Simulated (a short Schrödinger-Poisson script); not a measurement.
Structure: gated In0.52Al0.48As/In0.53Ga0.47As δ-doped gas in a quantum well, at 300 K.

```csv
layer,material,thickness (nm),Na (cm⁻³)
1,In0.52Al0.48As,30,-
2,In0.52Al0.48As,5,-
3,In0.53Ga0.47As,24,-
4,In0.52Al0.48As,4000,6e15
```

The device is made up for the run: typed textbook-type constants, with dimensions and the other settings drawn at random. In0.52Al0.48As: permittivity 12.5, conduction-band edge (eV) 0.52, gap (eV) 1.45, electron mass (mₑ) 0.075, Nv at 300 K (cm⁻³) 1.1e19. In0.53Ga0.47As: permittivity 13.9, conduction-band edge (eV) 0, gap (eV) 0.74, Nv at 300 K (cm⁻³) 7.7e18.

Channel valleys (confinement mass, in-plane density-of-states mass, number): Γ 0.041, 0.041, 1. At the gate the conduction-band edge of layer 1 lies 0.65 eV − eVg above the Fermi level of the channel; the field vanishes at the back. Sheet of ionised δ-doping: +3.5e12 e/cm² at 30 nm from the gate. The barrier under the gate holds no holes. Gaps are held at their typed values at every temperature. Mesh 0.08 nm at interfaces.

From a short Schrödinger-Poisson script (our own, NumPy): 1D Poisson equation in equilibrium, electrons quantum, Hartree (BenDaniel-Duke, 40 states a valley, the channel's in-plane mass for all, wave functions free to enter the barrier), parabolic valleys, classical holes, full ionisation, no traps, pinning or gate leakage.

Only gate voltages with over 1e8 electrons/cm² are shown.

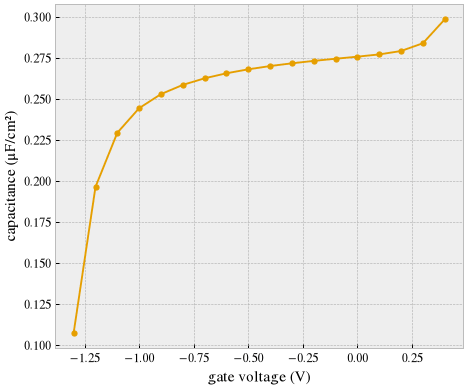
Fig. 1. Quasi-static capacitance against gate voltage

```
Vg (V)  electrons (cm⁻²)  in the channel layer  C (μF/cm²)  Γ E0 (meV)  Γ E1 (meV)
------  ----------------  --------------------  ----------  ----------  ----------
0.4              2.75e12               2.62e12       0.298      -118.4       -25.2
0.3              2.57e12               2.47e12       0.284      -111.9       -21.9
0.2              2.39e12               2.31e12       0.279      -105.1       -18.3
0.1              2.22e12               2.15e12       0.277       -98.0       -14.6
0                2.05e12               1.99e12       0.276       -90.8       -10.7
-0.1             1.88e12               1.83e12       0.274       -83.4        -6.7
-0.2             1.70e12               1.66e12       0.273       -75.9        -2.5
-0.3             1.53e12               1.50e12       0.272       -68.3         1.9
-0.4             1.37e12               1.34e12       0.270       -60.4         6.5
-0.5             1.20e12               1.18e12       0.268       -52.2        11.5
-0.6             1.03e12               1.02e12       0.266       -43.7        17.0
-0.7             8.69e11               8.56e11       0.263       -34.7        23.0
-0.8             7.07e11               6.98e11       0.259       -25.0        29.8
-0.9             5.48e11               5.42e11       0.253       -14.2        37.8
-1               3.94e11               3.90e11       0.244        -1.7        47.7
-1.1             2.48e11               2.45e11       0.229        14.0        60.9
-1.2             1.16e11               1.16e11       0.196        36.7        81.5
-1.3             2.46e10               2.44e10       0.108        79.1       122.3
```

Subbands count from the Fermi level.
